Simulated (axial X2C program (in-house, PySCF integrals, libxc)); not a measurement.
**A two-component session on TaO: EOM-EA-CCSD levels**

Aim: EOM-EA-CCSD levels of TaO, with spin–orbit coupling in the Hamiltonian from the start.

The runs use an in-house X2C program for linear molecules on PySCF integrals; two-component X2C with atomic mean-field terms, Ta dyall-acv3z, O dyall-av3z.

All values are calculated.

### 1 Input

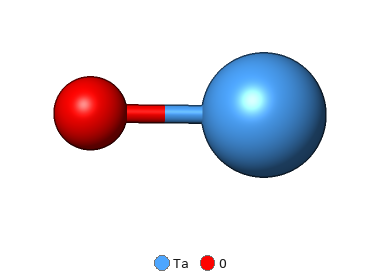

The two atoms at 1.830 Å (tantalum blue, oxygen red).

Input file task.json:

```json
{
 "zs": [
  73,
  8
 ],
 "q": 0,
 "bas": [
  "dyall-acv3z",
  "dyall-av3z"
 ],
 "r0": 1.83,
 "eom": "ea",
 "thr": -2.0,
 "nmax": 92,
 "grid": [
  1,
  0.96,
  1.045,
  0.92,
  1.09,
  1.15
 ]
}
```

Keys: zs atomic numbers; q charge; bas basis sets; r0 starting distance in Å; eom kind of EOM run; thr threshold in hartree for freezing inner shells (an s shell follows its p shell); nmax most natural virtual spinors; grid distances as factors.

Started as:

```
> python soeom.py task.json out
```

Further steps of the session: EOM-EA-CCSD at 1.676 Å.

Before running it: what results should come out? Wanted: next root led by one particle; T1 of the reference; lowest state, Re and ωe.

The runs gave:

| quantity | value |
| --- | --- |
| lowest root at 1.676 Å | Ω = 3/2, 8.347 eV |
| next root led by one particle | Ω = 5/2, about 3020 cm⁻¹ higher |
| T1 of the reference | 0.029 |
| lowest state, Re and ωe | 1.683 Å, 1078 cm⁻¹ |

The added electron is bound by 8.35 eV in a spinor of 97% Ta dδ. Errors of 0.1 to 0.3 eV are usual at this size, and roots led by higher excitations are left out, so the list is incomplete, and low states of that kind can be missing. T1 or the largest double amplitude of the reference is raised, which lowers the reliability. The bond is 0.025 Å longer than in the closed-shell reference at CCSD (1.658 Å).
